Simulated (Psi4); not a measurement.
# r2SCAN/def2-SVPD (core potential) run of CH3In (SMILES C[In])

What is the vertical ionisation energy of CH3In at r2SCAN/def2-SVPD (core potential)? 

Program for the calculation: Psi4 1.11.

7 further runs of the same task are left out: 7 that didn't finish.

**1. The structure to begin with**

The species is CH3In (5 atoms), meant as a singlet with charge 0. SMILES: `C[In]`. The shape is that of a PBE0-D4/def2-TZVP optimisation.

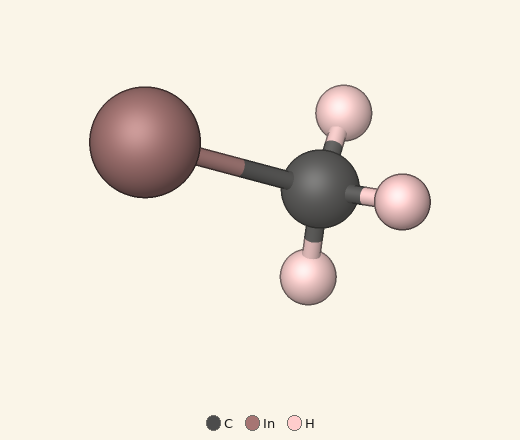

Viewed from a chosen angle; carbon dark grey, indium brown, hydrogen pink.

**2. Energy and forces at r2SCAN/def2-SVPD (core potential)**

Input file input.dat:

```
memory 2200 MB

molecule system {
  0 1
  C
  In 1 2.237599
  H 1 1.095905 2 111.2562
  H 1 1.095905 3 107.62869 2 122.12592
  H 1 1.0959 3 107.62891 4 115.74742
  units angstrom
  symmetry c1
}

set basis def2-SVPD
set puream true
set e_convergence 1e-09
set d_convergence 1e-08
set scf_type pk
set dft_radial_points 99
set dft_spherical_points 590

result, w = gradient('r2scan', return_wfn=True)
oeprop(w, 'QUADRUPOLE', 'DIPOLE', 'MULLIKEN_CHARGES')
print_variables()
```

On the command line:

```console
$ psi4 input.dat output.dat -n 1
```

output.dat, shortened:

```text
[...]
    !!!  WARNING: ECP capability is in beta. Please check occupations closely.  !!!
[...]
  Running in c1 symmetry.
[...]
  Nuclear repulsion =   51.184427394875748
[...]
  Multiplicity = 1
[...]
  Nalpha       = 15
  Nbeta        = 15
[...]
    Number of basis functions: 76
[...]
   @RKS iter   1:  -229.56726346126527   -5.97842e-01   1.21019e-02 DIIS/ADIIS
[...]
   @RKS iter  12:  -230.04263130003244   -2.16005e-12   2.34571e-09 DIIS
[...]
    Orbital Energies [Eh]
    ---------------------
    Doubly Occupied:
       1A    -10.007332     2A     -4.594772     3A     -3.000895
       4A     -3.000895     5A     -2.987396     6A     -0.695682
       7A     -0.695682     8A     -0.689135     9A     -0.684781
      10A     -0.684781    11A     -0.608858    12A     -0.342065
      13A     -0.342064    14A     -0.321369    15A     -0.172536
[...]
  @RKS Final Energy:  -230.04263130003244
   => Energetics <=
    Nuclear Repulsion Energy =             51.1844273948757476
    One-Electron Energy =                -490.0151428099305235
    Two-Electron Energy =                 232.0554951209652472
    DFT Exchange-Correlation Energy =     -23.2674110059429147
    Empirical Dispersion Energy =           0.0000000000000000
    VV10 Nonlocal Energy =                  0.0000000000000000
    Total Energy =                       -230.0426313000324399
[...]
  -Total Gradient:
     Atom            X                  Y                   Z
    ------   -----------------  -----------------  -----------------
       1        0.000002472855    -0.000000543825    -0.004356128416
       2        0.000000028429     0.000000009615    -0.003526816764
       3       -0.000000040456    -0.004850470881     0.002618772812
       4        0.004200660690     0.002425008698     0.002618556078
       5       -0.004203317007     0.002426428512     0.002619906891
[...]
 Multipole Moments:
 ------------------------------------------------------------------------------------
     Multipole            Electronic (a.u.)      Nuclear  (a.u.)        Total (a.u.)
 ------------------------------------------------------------------------------------
 L = 1.  Multiply by 2.5417464519 to convert [e a0] to [Debye]
 Dipole X            :          0.0000181           -0.0000178            0.0000003
 Dipole Y            :         -0.0000007           -0.0000002           -0.0000008
 Dipole Z            :         25.1488005          -25.1162645            0.0325360
 Magnitude           :                                                    0.0325360
 L = 2.  Multiply by 1.3450342976 to convert [e a0^2] to [Debye ang]
 Quadrupole XX       :        -27.0117563            5.5877146          -21.4240417
 Quadrupole XY       :         -0.0000089            0.0000057           -0.0000033
[...]
  Mulliken Charges: (a.u.)
   Center  Symbol    Alpha    Beta     Spin     Total
       1     C     3.09584  3.09584  0.00000 -0.19168
       2    IN    10.36646 10.36646  0.00000  0.26707
       3     H     0.51256  0.51256  0.00000 -0.02512
       4     H     0.51256  0.51256  0.00000 -0.02512
       5     H     0.51257  0.51257  0.00000 -0.02515
   Total alpha = 15.00000, Total beta = 15.00000, Total charge = -0.00000
  Variable Map:
  ----------------------------------------------------------------------------
  "CURRENT ENERGY"              =>    -230.042631300032
[...]
```

Wall time 1.8 min (1 thread of Intel Xeon at 2.50GHz (Skylake/Cascade Lake), shared host); peak memory 1 GiB.

**3. The doublet cation: the energy at U-r2SCAN/def2-SVPD (core potential)**

Input file job.json:

```json
{
 "schema_name": "qcschema_input",
 "schema_version": 1,
 "molecule": {
  "schema_name": "qcschema_molecule",
  "schema_version": 2,
  "symbols": ["C", "In", "H", "H", "H"],
  "geometry": [-0.34538524, 0.13823347, -0.13337687, 3.35001199, -1.3406851, 1.2937254, -1.83862793, -0.07732759, 1.28529722, -0.94970076, -0.87027557, -1.83824998, -0.21629805, 2.15007369, -0.60737687],
  "molecular_charge": 1,
  "molecular_multiplicity": 2,
  "fix_symmetry": "c1",
  "fix_com": true,
  "fix_orientation": true
 },
 "driver": "energy",
 "model": {
  "method": "r2scan",
  "basis": "def2-SVPD"
 },
 "keywords": {
  "reference": "uks",
  "puream": true,
  "e_convergence": 1e-09,
  "d_convergence": 1e-08,
  "scf_type": "pk",
  "dft_radial_points": 99,
  "dft_spherical_points": 590,
  "maxiter": 100,
  "scf_properties": ["QUADRUPOLE", "DIPOLE", "LOWDIN_CHARGES"]
 }
}
```

On the command line:

```console
$ psi4 --qcschema job.json -n 1 --memory 2200MB
```

stdout, shortened:

```text
[...]
    !!!  WARNING: ECP capability is in beta. Please check occupations closely.  !!!
[...]
  Running in c1 symmetry.
[...]
  Nuclear repulsion =   51.184426021854364
[...]
  Multiplicity = 2
[...]
  Nalpha       = 15
  Nbeta        = 14
[...]
    Number of basis functions: 76
[...]
   @UKS iter   1:  -229.44600519979753   -4.48283e-01   9.98341e-03 DIIS/ADIIS
[...]
   @UKS iter  13:  -229.76919691706576   -2.24532e-12   1.20042e-09 DIIS
[...]
   @S^2 Observed:                7.631860143E-01
[...]
  @UKS Final Energy:  -229.76919691706576
   => Energetics <=
    Nuclear Repulsion Energy =             51.1844260218543639
    One-Electron Energy =                -482.2955669689604292
    Two-Electron Energy =                 224.3721565473506416
    DFT Exchange-Correlation Energy =     -23.0302125173103569
    Empirical Dispersion Energy =           0.0000000000000000
    VV10 Nonlocal Energy =                  0.0000000000000000
    Total Energy =                       -229.7691969170657558
[...]
 Multipole Moments:
 ------------------------------------------------------------------------------------
     Multipole            Electronic (a.u.)      Nuclear  (a.u.)        Total (a.u.)
 ------------------------------------------------------------------------------------
 L = 1.  Multiply by 2.5417464519 to convert [e a0] to [Debye]
 Dipole X            :        -62.8122100           65.2733136            2.4611036
 Dipole Y            :         25.1375731          -26.1225158           -0.9849427
 Dipole Z            :        -24.2572041           25.2076426            0.9504384
 Magnitude           :                                                    2.8161102
 L = 2.  Multiply by 1.3450342976 to convert [e a0^2] to [Debye ang]
 Quadrupole XX       :       -249.8544885          240.7192018           -9.1352867
 Quadrupole XY       :         90.6105492          -94.1003759           -3.4898267
[...]
```

The result, in JSON:

```text
{
 "driver": "energy",
 "model": {
  "method": "r2scan",
  "basis": "def2-SVPD"
 },
 "success": true,
 "return_result": -229.76919691706576,
 "properties": {
  "calcinfo_nbasis": 76,
  "calcinfo_nmo": 76,
  "calcinfo_nalpha": 15,
  "calcinfo_nbeta": 14,
  "calcinfo_natom": 5,
  "nuclear_repulsion_energy": 51.184426021854364,
  "return_energy": -229.76919691706576,
  "scf_one_electron_energy": -482.29556696896043,
  "scf_two_electron_energy": 224.37215654735064,
  "scf_xc_energy": -23.030212517310357,
  "scf_dipole_moment": [2.4611036461187155, -0.9849426786814881, 0.9504384158991428],
  "scf_total_energy": -229.76919691706576,
  "scf_iterations": 13
 }
}
```

Run time: 1.9 min. Hardware: 1 thread of Intel Xeon at 2.50GHz (Skylake/Cascade Lake), shared host; peak memory 1 GiB.

**4. Outcome**

At r2SCAN/def2-SVPD (core potential):

```
                                          quantity          value
                       singlet CH3In: total energy  -230.04263 Eh
                      singlet CH3In: dipole moment         0.08 D
                        singlet CH3In: HOMO energy       -4.69 eV
                        singlet CH3In: LUMO energy       -1.91 eV
                      singlet CH3In: HOMO–LUMO gap        2.78 eV
           singlet CH3In: largest force on an atom     0.284 eV/Å
                      doublet cation: total energy  -229.76920 Eh
doublet cation: HOMO energy (highest over α and β)      -12.17 eV
 doublet cation: LUMO energy (lowest over α and β)      -10.07 eV
                              doublet cation: ⟨S²⟩          0.763
vertical ionisation energy (to the doublet cation)       7.441 eV
```

In words: The vertical ionisation energy comes to 7.44 eV (718 kJ/mol). The largest force (singlet CH3In) is 0.28 eV/Å: the shape isn't a stationary point for this species at this level. −ε(HOMO) before ionisation, 4.69 eV, is 2.75 eV below this ionisation energy.
